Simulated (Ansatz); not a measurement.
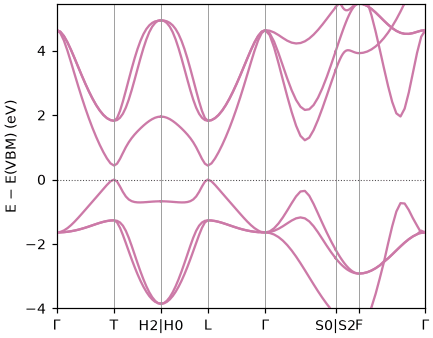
Figure: Band structure from PBE in the plane-wave PAW code Ansatz

**Question.** Read off the gap and where the band edges lie.

**Answer.** About 0.4 eV (0.43 eV by a search for the band edges); maximum at T, minimum at L.

**Question.** Which compound is it?
(A) PbSe, rock salt
(B) ZnSe, zinc blende
(C) CaS, rock salt
(D) K2S, anti-fluorite

**Answer.** A, PbSe, rock salt

Space group Fm-3m (rock salt). The PBE relaxation kept the symmetry of its start. Spin–orbit coupling is left out wherever it is not named.

Potentials: the later of the program's two PAW sets.
